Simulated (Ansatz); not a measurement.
## Na3Li: relaxing a made-up structure

This structure for Na3Li is made up. Its elements were placed in a known structure type with a cell scaled to their sizes. What cell does the guess relax to, and how far off was it?

Method: DFT, PBE, plane-wave PAW, files of the set soft_1, scalar-relativistic, no spin, cell and ions relaxed at zero pressure; PAW set soft_1, in Ansatz 0.2.0.

## (1) Set-up

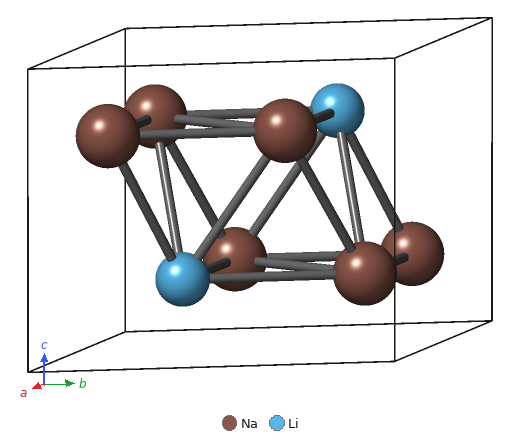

The cell as given, slightly off an axis (sodium brown, lithium blue).

## (2) Relaxation of the guess

The guessed cell has no reason to be at equilibrium. It is relaxed with the atoms, within the space group of the guess.

File input.yaml:

```yaml
crystal:
  lattice:
    - [7.691, 0.0, 0.0]
    - [-3.8455, 6.660601381, 0.0]
    - [0.0, 0.0, 6.178]
  atoms:
    - { symbol: Na, position: [0.8277, 0.1723, 0.75] }
    - { symbol: Na, position: [0.3446, 0.1723, 0.75] }
    - { symbol: Na, position: [0.8277, 0.6554, 0.75] }
    - { symbol: Na, position: [0.1723, 0.8277, 0.25] }
    - { symbol: Na, position: [0.6554, 0.8277, 0.25] }
    - { symbol: Na, position: [0.1723, 0.3446, 0.25] }
    - { symbol: Li, position: [0.666666667, 0.333333333, 0.25] }
    - { symbol: Li, position: [0.333333333, 0.666666667, 0.75] }
kpoints:
  mp_grid: { grid: [4, 4, 5] }
scf:
  occupations: { method: fermi_dirac, width: 0.05 }
hamiltonian:
  xc: pbe
  pseudopotentials: { kind: paw, azcp: { folder: soft_1 } }
relax:
  f_tol: 0.015
  max_steps: 70
  cell: {}
output:
  forces: true
  stress: true
```

The run is started by

```bash
> ansatz run input.yaml --threads 4 --pin off --max-ram 10240MiB --backend cpu --events-out ev --progress --plain --runs-dir out
```

Numbers of over 12 decimals in the logs are rounded to 6 here.

The program printed:

```text
Engine: ansatz 0.2.0, aarch64-unknown-linux-gnu
Pseudopotentials: kind: paw
Pseudopotential: Na, paw, valence charge 9, recommended cutoff 420 eV (normal), soft_1/Na.paw.azcp
Pseudopotential: Li, paw, valence charge 3, recommended cutoff 420 eV (normal), soft_1/Li.paw.azcp
Functional definition: PBE
  parameter kappa = 0.804
  parameter beta = 0.066725
  exchange = pbe_x(kappa = kappa, mu = beta*pi^2/3)
  correlation = pbe_c(beta = beta)
Crystal: 8 atoms, lattice volume = 316.478 Å³
Basis set: ecut = 420 eV, 6219 PW (Γ), exchange–correlation on 108×108×90 points (8 copies of the dense FFT grid, shifted against one another)
Bands: 38, of which v1, the nominal top of the filled ones, is band 30 counted from 1 (29 counted from 0)
Symmetry: 24 space group operations
Space group: P63/mmc (ITA 194), of the structure as read, at distance tolerance 6.8e-5 Å
k-points: 12 of 80
Non-local potential: Na, projectors of the file, l = 0: 3, l = 1: 2, l = 2: 1
Non-local potential: Li, projectors of the file, l = 0: 3, l = 1: 2, l = 2: 1
PAW form: soft (Blöchl's): semilocal exchange-correlation on the pseudo side does not see the compensation charge
PAW one-centre angular grid: Na, 110 points (default); XC on 64 Gauss nodes
PAW one-centre angular grid: Li, 110 points (default); XC on 96 Gauss nodes
Initial density: superposition of atomic densities (chi_scale 0.1, normalization cell, long waves kept (reshape's long-wave potential 0.00 eV rms))
Initial wavefunctions: pseudopotential atomic-orbital guess
Functional: x = pbe(κ = 0.804, μ = 0.219515), c = pbe(β = 0.066725)
SCF iter   1: F=—  HF=-9327.410896 eV  |F-HF|=—  |Δ(HF+E_count)|=         —  Δρ=4.36e-3  dr2=1.97e-1  ethr=3.10e-3  ⟨swp⟩=10.0  Hψ=2190  notcnv=0
preconditioner: auto → Kerker (q_TF=auto, 2.068 Å⁻¹)  [metal: Δε(μ)=0.101 eV  Ē_g=2.903 eV  σ=0.050 eV  W_gap=0.43  n_scr=46 (ndim 8)  ℏωp=5.9 eV  f_vac=0.000  D(μ)=4.54/eV (n_scr^D=20)]
SCF iter   2: F=—  HF=-9327.384361 eV  |F-HF|=—  |Δ(HF+E_count)|=   2.65e-2  Δρ=2.86e-3  dr2=1.06e-1  ethr=3.28e-4  ⟨swp⟩=2.2  Hψ=624  notcnv=0  defer=6
SCF iter   3: F=—  HF=-9327.360679 eV  |F-HF|=—  |Δ(HF+E_count)|=   2.37e-2  Δρ=8.55e-4  dr2=8.85e-3  ethr=1.77e-4  ⟨swp⟩=2.5  Hψ=582  notcnv=0  defer=6
SCF iter   4: F=—  HF=-9327.358132 eV  |F-HF|=—  |Δ(HF+E_count)|=   2.55e-3  Δρ=1.82e-4  dr2=1.20e-4  ethr=1.47e-5  ⟨swp⟩=3.0  Hψ=740  notcnv=0  defer=6
SCF iter   5: F=—  HF=-9327.358122 eV  |F-HF|=—  |Δ(HF+E_count)|=   1.02e-5  Δρ=4.05e-5  dr2=1.19e-5  ethr=2.00e-7  ⟨swp⟩=2.0  Hψ=696  notcnv=0  defer=6
SCF iter   6: F=—  HF=-9327.358074 eV  |F-HF|=—  |Δ(HF+E_count)|=   4.78e-5  Δρ=1.09e-5  dr2=7.50e-7  ethr=1.99e-8  ⟨swp⟩=2.0  Hψ=499  notcnv=0  defer=6
SCF iter   7: F=-9327.358074 eV  HF=-9327.358074 eV  |F-HF|=1.36e-8  |Δ(HF+E_count)|=   1.45e-7  Δρ=2.26e-6  dr2=2.99e-8  ethr=1.67e-10  ⟨swp⟩=4.8  Hψ=1299  notcnv=0
SCF 1 converged in 7 iterations: F = -9327.358074 eV  dr2 = 2.99e-8
  greatest PAW one-centre occupation: 1.000 electrons in one spin orbital (limit 2), on the Li atom at site 7 (counted from 0), in its partial waves of l = 0
relax step   1: F+E_penalty+E_count = -9327.35807421 eV  Δ(F+E_penalty+E_count) = +0.000e0 eV  max|allowed force component| = 1.749e-2 eV/Å  Δτ_max = 0.0000 Å  P = -1.156 GPa  Ω = 316.478 Å³  (7 SCF iters, dr2 threshold 1.00e-7 eV, accepted)
Crystal: 8 atoms, lattice volume = 301.576 Å³
Basis set: ecut = 420 eV, 5841 PW (Γ), exchange–correlation on 108×108×90 points (8 copies of the dense FFT grid, shifted against one another)
Initial density: handed on by an earlier stage of this run
Initial wavefunctions: those handed on with the density
iter 1 solved again at ethr=1.54e-6 eV; its pass at ethr=3.10e-3 eV (dr2=9.27e-4 eV) is discarded
SCF iter   1: F=—  HF=-9327.456598 eV  |F-HF|=—  |Δ(HF+E_count)|=         —  Δρ=2.41e-4  dr2=9.61e-4  ethr=1.54e-6  ⟨swp⟩=2.3  Hψ=2478  notcnv=0
preconditioner: auto → Kerker (q_TF=auto, 2.085 Å⁻¹)  [metal: Δε(μ)=0.130 eV  Ē_g=2.994 eV  σ=0.050 eV  W_gap=0.49  n_scr=46 (ndim 8)  ℏωp=6.0 eV  f_vac=0.000  D(μ)=3.60/eV (n_scr^D=20)]
SCF iter   2: F=—  HF=-9327.456418 eV  |F-HF|=—  |Δ(HF+E_count)|=   1.79e-4  Δρ=1.67e-4  dr2=5.25e-4  ethr=1.54e-6  ⟨swp⟩=1.0  Hψ=456  notcnv=0
SCF iter   3: F=—  HF=-9327.456225 eV  |F-HF|=—  |Δ(HF+E_count)|=   1.93e-4  Δρ=7.16e-5  dr2=5.35e-5  ethr=8.75e-7  ⟨swp⟩=1.9  Hψ=496  notcnv=0
SCF iter   4: F=—  HF=-9327.456206 eV  |F-HF|=—  |Δ(HF+E_count)|=   1.95e-5  Δρ=1.37e-5  dr2=8.39e-7  ethr=8.92e-8  ⟨swp⟩=3.0  Hψ=766  notcnv=0
SCF iter   5: F=-9327.456204 eV  HF=-9327.456204 eV  |F-HF|=7.29e-9  |Δ(HF+E_count)|=   1.32e-6  Δρ=3.74e-6  dr2=7.81e-8  ethr=1.33e-9  ⟨swp⟩=4.0  Hψ=1267  notcnv=0
SCF 2 converged in 5 iterations: F = -9327.456204 eV  dr2 = 7.81e-8
relax step   2: F+E_penalty+E_count = -9327.45620446 eV  Δ(F+E_penalty+E_count) = -9.813e-2 eV  max|allowed force component| = 2.271e-2 eV/Å  Δτ_max = 0.0003 Å  P = -0.933 GPa  Ω = 301.576 Å³  energy of the carried Pulay correction = +3.400e-4 eV  (5 SCF iters, dr2 threshold 8.00e-7 eV, accepted)
Crystal: 8 atoms, lattice volume = 262.270 Å³
Basis set: ecut = 420 eV, 5143 PW (Γ), exchange–correlation on 108×108×90 points (8 copies of the dense FFT grid, shifted against one another)
iter 1 solved again at ethr=6.81e-6 eV; its pass at ethr=3.10e-3 eV (dr2=4.09e-3 eV) is discarded
SCF iter   1: F=—  HF=-9327.584295 eV  |F-HF|=—  |Δ(HF+E_count)|=         —  Δρ=7.21e-4  dr2=4.18e-3  ethr=6.81e-6  ⟨swp⟩=2.7  Hψ=2596  notcnv=0
preconditioner: auto → Kerker (q_TF=auto, 2.134 Å⁻¹)  [metal: Δε(μ)=0.130 eV  Ē_g=3.250 eV  σ=0.050 eV  W_gap=0.44  n_scr=44 (ndim 8)  ℏωp=6.5 eV  f_vac=0.000  D(μ)=2.95/eV (n_scr^D=8)]
SCF iter   2: F=—  HF=-9327.583177 eV  |F-HF|=—  |Δ(HF+E_count)|=   1.12e-3  Δρ=4.86e-4  dr2=2.07e-3  ethr=6.81e-6  ⟨swp⟩=1.3  Hψ=461  notcnv=0
SCF iter   3: F=—  HF=-9327.582465 eV  |F-HF|=—  |Δ(HF+E_count)|=   7.12e-4  Δρ=2.97e-4  dr2=3.20e-4  ethr=3.44e-6  ⟨swp⟩=2.0  Hψ=500  notcnv=0
SCF iter   4: F=—  HF=-9327.582286 eV  |F-HF|=—  |Δ(HF+E_count)|=   1.79e-4  Δρ=5.03e-5  dr2=1.40e-5  ethr=5.33e-7  ⟨swp⟩=2.0  Hψ=812  notcnv=0
SCF iter   5: F=—  HF=-9327.582275 eV  |F-HF|=—  |Δ(HF+E_count)|=   1.11e-5  Δρ=1.66e-5  dr2=1.59e-6  ethr=2.33e-8  ⟨swp⟩=2.0  Hψ=745  notcnv=0
SCF iter   6: F=-9327.582275 eV  HF=-9327.582275 eV  |F-HF|=6.41e-8  |Δ(HF+E_count)|=   2.16e-7  Δρ=4.81e-6  dr2=1.89e-7  ethr=1.33e-9  ⟨swp⟩=4.0  Hψ=1268  notcnv=0
SCF 3 converged in 6 iterations: F = -9327.582275 eV  dr2 = 1.89e-7
relax step   3: F+E_penalty+E_count = -9327.58227493 eV  Δ(F+E_penalty+E_count) = -1.261e-1 eV  max|allowed force component| = 3.337e-2 eV/Å  Δτ_max = 0.0403 Å  P = +0.020 GPa  Ω = 262.270 Å³  energy of the carried Pulay correction = +1.321e-3 eV  (6 SCF iters, dr2 threshold 8.00e-7 eV, accepted)
Crystal: 8 atoms, lattice volume = 261.844 Å³
Basis set: ecut = 420 eV, 5095 PW (Γ), exchange–correlation on 108×108×90 points (8 copies of the dense FFT grid, shifted against one another)
iter 1 solved again at ethr=6.89e-6 eV; its pass at ethr=3.10e-3 eV (dr2=4.13e-3 eV) is discarded
SCF iter   1: F=—  HF=-9327.581080 eV  |F-HF|=—  |Δ(HF+E_count)|=         —  Δρ=4.40e-4  dr2=4.18e-3  ethr=6.89e-6  ⟨swp⟩=3.0  Hψ=2274  notcnv=0
preconditioner: auto → Kerker (q_TF=auto, 2.134 Å⁻¹)  [metal: Δε(μ)=0.114 eV  Ē_g=3.255 eV  σ=0.050 eV  W_gap=0.42  n_scr=44 (ndim 8)  ℏωp=6.5 eV  f_vac=0.000  D(μ)=3.48/eV (n_scr^D=20)]
SCF iter   2: F=—  HF=-9327.580647 eV  |F-HF|=—  |Δ(HF+E_count)|=   4.32e-4  Δρ=3.33e-4  dr2=2.44e-3  ethr=6.89e-6  ⟨swp⟩=1.0  Hψ=456  notcnv=0
SCF iter   3: F=—  HF=-9327.580099 eV  |F-HF|=—  |Δ(HF+E_count)|=   5.49e-4  Δρ=1.30e-4  dr2=3.77e-4  ethr=4.07e-6  ⟨swp⟩=1.7  Hψ=476  notcnv=0
SCF iter   4: F=—  HF=-9327.579990 eV  |F-HF|=—  |Δ(HF+E_count)|=   1.09e-4  Δρ=2.08e-5  dr2=9.24e-7  ethr=6.29e-7  ⟨swp⟩=1.9  Hψ=493  notcnv=0
SCF iter   5: F=—  HF=-9327.579958 eV  |F-HF|=—  |Δ(HF+E_count)|=   3.16e-5  Δρ=9.36e-6  dr2=2.49e-7  ethr=1.16e-10  ⟨swp⟩=5.0  Hψ=1630  notcnv=0
SCF iter   6: F=-9327.579958 eV  HF=-9327.579958 eV  |F-HF|=2.68e-9  |Δ(HF+E_count)|=   9.32e-8  Δρ=2.22e-6  dr2=2.86e-8  ethr=1.16e-10  ⟨swp⟩=4.0  Hψ=1466  notcnv=0
SCF 4 converged in 6 iterations: F = -9327.579958 eV  dr2 = 2.86e-8
relax step   4: F+E_penalty+E_count = -9327.57995807 eV  Δ(F+E_penalty+E_count) = +2.317e-3 eV  max|allowed force component| = 5.150e-2 eV/Å  Δτ_max = 0.0471 Å  P = +0.044 GPa  Ω = 261.844 Å³  energy of the carried Pulay correction = +1.332e-3 eV  (6 SCF iters, dr2 threshold 6.96e-8 eV, rejected (line search))
Crystal: 8 atoms, lattice volume = 263.088 Å³
Basis set: ecut = 420 eV, 5167 PW (Γ), exchange–correlation on 108×108×90 points (8 copies of the dense FFT grid, shifted against one another)
iter 1 solved again at ethr=3.05e-6 eV; its pass at ethr=3.10e-3 eV (dr2=1.83e-3 eV) is discarded
SCF iter   1: F=—  HF=-9327.584716 eV  |F-HF|=—  |Δ(HF+E_count)|=         —  Δρ=2.89e-4  dr2=1.83e-3  ethr=3.05e-6  ⟨swp⟩=2.8  Hψ=2111  notcnv=0
preconditioner: auto → Kerker (q_TF=auto, 2.133 Å⁻¹)  [metal: Δε(μ)=0.129 eV  Ē_g=3.247 eV  σ=0.050 eV  W_gap=0.45  n_scr=44 (ndim 8)  ℏωp=6.5 eV  f_vac=0.000  D(μ)=3.05/eV (n_scr^D=8)]
SCF iter   2: F=—  HF=-9327.584519 eV  |F-HF|=—  |Δ(HF+E_count)|=   1.96e-4  Δρ=2.22e-4  dr2=1.10e-3  ethr=3.05e-6  ⟨swp⟩=1.0  Hψ=456  notcnv=0
SCF iter   3: F=—  HF=-9327.584272 eV  |F-HF|=—  |Δ(HF+E_count)|=   2.48e-4  Δρ=8.64e-5  dr2=1.70e-4  ethr=1.83e-6  ⟨swp⟩=1.8  Hψ=478  notcnv=0
SCF iter   4: F=—  HF=-9327.584228 eV  |F-HF|=—  |Δ(HF+E_count)|=   4.34e-5  Δρ=8.30e-6  dr2=1.81e-7  ethr=2.84e-7  ⟨swp⟩=1.9  Hψ=499  notcnv=0
SCF iter   5: F=—  HF=-9327.584196 eV  |F-HF|=—  |Δ(HF+E_count)|=   3.23e-5  Δρ=3.08e-6  dr2=2.21e-8  ethr=3.02e-10  ⟨swp⟩=2.1  Hψ=753  notcnv=0
SCF iter   6: F=—  HF=-9327.584196 eV  |F-HF|=—  |Δ(HF+E_count)|=   9.82e-9  Δρ=8.42e-7  dr2=1.31e-9  ethr=3.68e-11  ⟨swp⟩=2.0  Hψ=789  notcnv=0
SCF iter   7: F=—  HF=-9327.584196 eV  |F-HF|=—  |Δ(HF+E_count)|=  7.46e-11  Δρ=2.86e-7  dr2=1.59e-10  ethr=1.00e-12  ⟨swp⟩=5.0  Hψ=1625  notcnv=0
SCF iter   8: F=-9327.584196 eV  HF=-9327.584196 eV  |F-HF|=1.82e-12  |Δ(HF+E_count)|=  3.46e-11  Δρ=8.79e-8  dr2=1.93e-11  ethr=1.00e-12  ⟨swp⟩=4.0  Hψ=1482  notcnv=0
SCF 5 converged in 8 iterations: F = -9327.584196 eV  dr2 = 1.93e-11
relax step   5: F+E_penalty+E_count = -9327.58419590 eV  Δ(F+E_penalty+E_count) = -1.921e-3 eV  max|allowed force component| = 1.173e-3 eV/Å  Δτ_max = 0.0178 Å  P = -0.007 GPa  Ω = 263.088 Å³  energy of the carried Pulay correction = +1.299e-3 eV  (8 SCF iters, accepted)
Basis set: ecut = 420 eV, 5167 PW (Γ), exchange–correlation on 100×100×80 points (8 copies of the dense FFT grid, shifted against one another)
Initial wavefunctions: pseudopotential atomic-orbital guess (no wavefunctions were taken with the density)
iter 1 solved again at ethr=5.93e-8 eV; its pass at ethr=3.10e-3 eV (dr2=3.56e-5 eV) is discarded
SCF iter   1: F=—  HF=-9327.583053 eV  |F-HF|=—  |Δ(HF+E_count)|=         —  Δρ=9.00e-5  dr2=2.75e-6  ethr=5.93e-8  ⟨swp⟩=3.6  Hψ=3409  notcnv=0
preconditioner: auto → Kerker (q_TF=auto, 2.133 Å⁻¹)  [metal: Δε(μ)=0.126 eV  Ē_g=3.246 eV  σ=0.050 eV  W_gap=0.45  n_scr=44 (ndim 8)  ℏωp=6.5 eV  f_vac=0.000  D(μ)=3.11/eV (n_scr^D=8)]
SCF iter   2: F=—  HF=-9327.582999 eV  |F-HF|=—  |Δ(HF+E_count)|=   5.41e-5  Δρ=4.27e-5  dr2=5.68e-7  ethr=4.59e-9  ⟨swp⟩=2.0  Hψ=676  notcnv=0
SCF iter   3: F=—  HF=-9327.583001 eV  |F-HF|=—  |Δ(HF+E_count)|=   1.57e-6  Δρ=8.35e-6  dr2=2.89e-8  ethr=9.46e-10  ⟨swp⟩=2.9  Hψ=816  notcnv=0
SCF iter   4: F=—  HF=-9327.583001 eV  |F-HF|=—  |Δ(HF+E_count)|=   5.50e-8  Δρ=5.82e-7  dr2=1.06e-9  ethr=4.82e-11  ⟨swp⟩=2.0  Hψ=816  notcnv=0
SCF iter   5: F=—  HF=-9327.583001 eV  |F-HF|=—  |Δ(HF+E_count)|=  4.00e-11  Δρ=1.13e-7  dr2=8.52e-11  ethr=1.00e-12  ⟨swp⟩=5.0  Hψ=1341  notcnv=0
SCF iter   6: F=-9327.583001 eV  HF=-9327.583001 eV  |F-HF|=1.46e-11  |Δ(HF+E_count)|=    0.00e0  Δρ=3.29e-8  dr2=1.37e-11  ethr=1.00e-12  ⟨swp⟩=3.9  Hψ=1258  notcnv=0
SCF 6 converged in 6 iterations: F = -9327.583001 eV  dr2 = 1.37e-11
relax step   6: F+E_penalty+E_count = -9327.58300060 eV  Δ(F+E_penalty+E_count) = +1.195e-3 eV  max|allowed force component| = 1.172e-3 eV/Å  Δτ_max = 0.0000 Å  P = -0.009 GPa  Ω = 263.088 Å³  stress off target by 1.35e-2 GPa  SCF on the basis re-selected at this cell (its energy is not comparable with the rows above)  (6 SCF iters)
basis re-selected at this cell: Δ(F+E_penalty+E_count) = +1.195e-3 eV, ΔP = -0.002 GPa vs the last step (what re-selecting the basis moved, of the pressure what is left beyond the Pulay correction that the steps carried, after the strain that the cell walked since its last selection, with what the two solves' SCF thresholds leave and, on support functions, any second-order correction that the steps lacked; it is no measure of the basis error at this ecutwfc). The dense FFT grid was sized anew with the basis: this SCF ran on 50×50×40 points, the steps before it on 54×54×45, so part of this shift can come from that change (see relax.cell in the input reference). [rest of the remark cut]
SCF converged after 6 iterations
Free energy (F): -9327.583001 eV
Harris-Foulkes:  -9327.583001 eV  (|F-HF|=1.46e-11)
Internal energy: -9327.555657 eV  (E = F + TS)
E sigma→0 (E₀):  -9327.569329 eV
Entropy (-TS):   -0.027343 eV (-3.418 meV/atom)
Fermi energy:    1.556159 eV
--- Per-component energies (eV) ---
  E_band       = -1630.724235
  E_kinetic    = 708.406260
  E_local      = -10009.347717  (includes V_loc(G=0)·N_el)
  E_nonlocal   = 1629.501994
  E_hartree    = 3485.245386
  E_xc         = -234.110804
  E_vxc        = -300.940508  (∫ρ·V_xc dr)
  E_paw        = -1808.714648  (= ΣΔE_a)
  E_vpaw       = -628.835616  (= ΣTr[D̂ρ^β])
  E_aug_tail   = 0.000633  (compensation charges beyond the density's cutoff)
  E_ewald      = -3098.536761
  E_smearing   = -0.027343  (= −TS)
  E_closure    = 0.000000  (closes the sum)
  Σ components = -9327.583001   (vs F -9327.583001, Δ=0.00e0)
--- Forces (eV/Å), atoms counted from 1 ---
  atom   1  Na    -0.00101457     0.00058576     0.00000000
  atom   2  Na     0.00101457     0.00058576     0.00000000
  atom   3  Na     0.00000000    -0.00117152     0.00000000
  atom   4  Na     0.00101457    -0.00058576    -0.00000000
  atom   5  Na    -0.00101457    -0.00058576    -0.00000000
  atom   6  Na     0.00000000     0.00117152    -0.00000000
  atom   7  Li     0.00000000     0.00000000    -0.00000000
  atom   8  Li     0.00000000    -0.00000000     0.00000000
  max |Σ_I F_I| component: 5.78e-19 eV/Å
--- Stress (GPa, compression-positive) ---
       -0.013455      -0.000000       0.000000
        0.000000      -0.013455      -0.000000
        0.000000      -0.000000       0.000551
  P = ⅓ Tr σ = -0.0088 GPa (-0.088 kbar)
--- Relaxed structure (5 steps of the walk, 4 accepted, 1 SCFs on fresh bases) ---
  F+E_penalty+E_count = -9327.58300060 eV   max|allowed force component| = 1.172e-3 eV/Å   (the final SCF, on the basis selected at the relaxed cell)
  cell:  # Å, volume = 263.0876 Å³
    - [7.245240, 0, 0]
    - [-3.622620, 6.274562, 0]
    - [0, 0, 5.787142]
  atoms:
    - { symbol: Na, position: [0.829368, 0.170632, 0.75] }
    - { symbol: Na, position: [0.341265, 0.170632, 0.75] }
    - { symbol: Na, position: [0.829368, 0.658735, 0.75] }
    - { symbol: Na, position: [0.170632, 0.829368, 0.25] }
    - { symbol: Na, position: [0.658735, 0.829368, 0.25] }
    - { symbol: Na, position: [0.170632, 0.341265, 0.25] }
    - { symbol: Li, position: [0.666667, 0.333333, 0.25] }
    - { symbol: Li, position: [0.333333, 0.666667, 0.75] }
```

Elapsed: 9 s, on 4 threads of Arm Neoverse V2, shared host; peak memory 0.7 GiB; 34 s of CPU time.

Step by step:

| step | energy less that of the first step (eV) | largest force component (eV/Å) | pressure (GPa) | volume (Å³) |
| --- | --- | --- | --- | --- |
| 1 | 0.0000 | 0.0175 | -1.16 | 316.48 |
| 2 | -0.0981 | 0.0227 | -0.93 | 301.58 |
| 3 | -0.2242 | 0.0334 | 0.02 | 262.27 |
| 4 | -0.2219 | 0.0515 | 0.04 | 261.84 |
| 5 | -0.2261 | 0.0012 | -0.01 | 263.09 |
| 6* | -0.2249 | 0.0012 | -0.01 | 263.09 |

Relaxation steps marked * repeat the geometry before them on a plane-wave basis chosen anew for their cell, so energy and pressure can jump there. Relaxation step 4 was tried and not accepted.

Forces are held to the 24 operations that the run works with; a distortion that breaks them can't arise in this run.

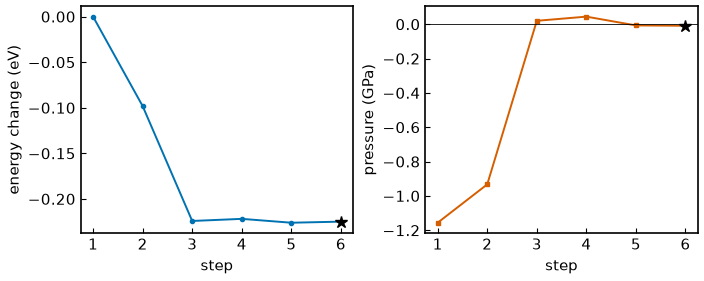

Energy and pressure along the relaxation. Stars mark steps on a basis chosen anew.

| conventional cell, symmetrised | before | after | change |
| --- | --- | --- | --- |
| a (Å) | 7.691 | 7.245 | -5.8 % |
| b (Å) | 7.691 | 7.245 | -5.8 % |
| c (Å) | 6.178 | 5.787 | -6.3 % |
| volume (Å³/atom) | 39.56 | 32.89 | -16.9 % |

The atoms that moved most (Å, as changes of fractional coordinates times the final cell):

| atom | dx | dy | dz | length |
| --- | --- | --- | --- | --- |
| Na3 | 0.000 | 0.021 | 0.000 | 0.021 |
| Na2 | -0.018 | -0.010 | 0.000 | 0.021 |
| Na5 | 0.018 | 0.010 | 0.000 | 0.021 |
| Na4 | -0.018 | 0.010 | 0.000 | 0.021 |
| Na6 | 0.000 | -0.021 | 0.000 | 0.021 |
| Na1 | 0.018 | -0.010 | 0.000 | 0.021 |

The relaxed structure:

```
Na Li
1.0
     7.24524    0.00000    0.00000
    -3.62262    6.27456    0.00000
     0.00000    0.00000    5.78714
Na Li
6 2
Cartesian
  5.3908 1.0706 4.3404
  1.8544 1.0706 4.3404
  3.6226 4.1333 4.3404
  -1.7682 5.2039 1.4468
  1.7682 5.2039 1.4468
  0.0000 2.1413 1.4468
  3.6226 2.0915 1.4468
  0.0000 4.1830 4.3404
```

This step gave:

* free energy: -9327.5830 eV
* energy at zero smearing: -9327.5693 eV
* smearing term TS: 0.02734 eV
* Fermi energy: 1.556 eV
* electrons: 60
* symmetry operations: 24
* pressure: -0.008786 GPa

The shortest distance of each pair, which need not be the same contact before and after:

| pair | guess (Å) | relaxed (Å) |
| --- | --- | --- |
| Na–Na | 3.716 | 3.536 |
| Li–Na | 3.761 | 3.541 |
| Li–Li | 5.409 | 5.086 |

The relaxation ends with a largest force component of 0.0012 eV/Å and a pressure of -0.01 GPa.

## (3) Summary of results

| Quantity | Value |
| --- | --- |
| space group, relaxed | P6_3/mmc |
| conventional cell | a = 7.245, b = 7.245, c = 5.787 Å; α = 90.0°, β = 90.0°, γ = 120.0° |
| volume per atom | 32.89 Å³ (guess 39.56) |

Na3Li relaxes to P6_3/mmc with a = 7.245, b = 7.245 and c = 5.787 Å. The guessed volume was 20 % too large. The space group P6_3/mmc was held in the relaxation, so the end point is a stationary structure within it and may be a saddle against distortions or other arrangements. Mesh and cutoff weren't tested. No dispersion term is used, so weakly bound directions may come out too long. Nothing here tests whether the compound is stable against decomposition.

[Logs are printed without paths, hosts, clocks, repeated set-up lines and the standing remarks that a program may print on its own settings, such as how far it seeks lower states.]

[Hosts, paths, dates, database ids (printed as entryN), source tags and the programs' standing remarks are cut or masked in the printed files.]
